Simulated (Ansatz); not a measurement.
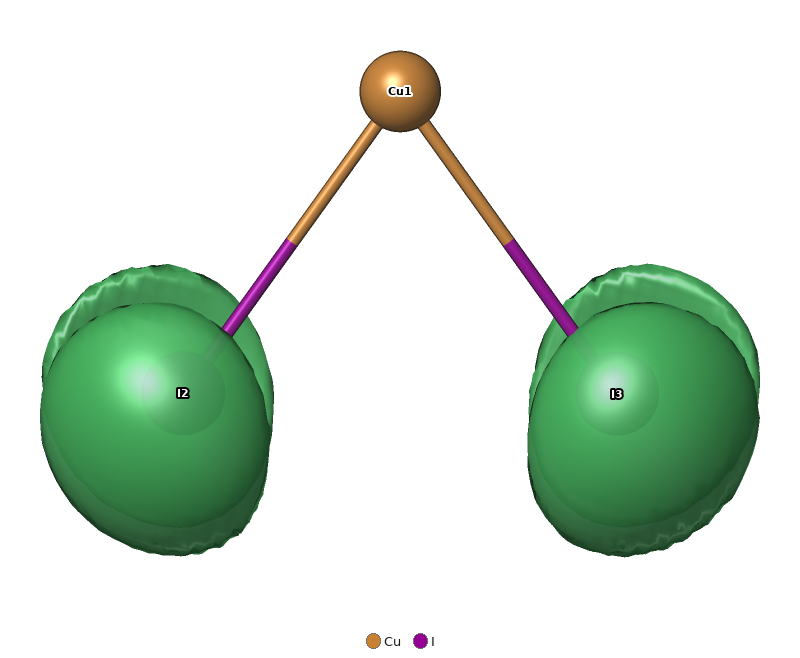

CuI2 (quartet). Isosurface of the ELF at 0.8 (green), seen across its widest extent. Only the valence region is drawn (cores and ρ < 0.01 e/Å³ removed).

Geometry: PBE-D4/def2-TZVP; core potentials replace the inner electrons of I.

These are results of UKS PBE0-D4/def2-TZVP (Ansatz 0.2.0), not measurements.

```yaml
atoms:
  - { symbol: Cu, position_ang: [1.3932, 0.1902, 0.4515] }
  - { symbol: I, position_ang: [-1.1178, -0.4941, 1.2419] }
  - { symbol: I, position_ang: [-0.2754, 0.3039, -1.6934] }
```

> Identify the bonds, lone pairs and shells in this picture.

At this value the surface marks out four lobes on I, pointing away from the bonds (non-bonding electrons, which may merge into one lobe). Along the contacts the grid gives the following. Cu–I (2.72 Å): the ELF peaks at about 0.70 in the valence shell of I, 1.2 Å from its nucleus, and is about 0.55 at the midpoint.
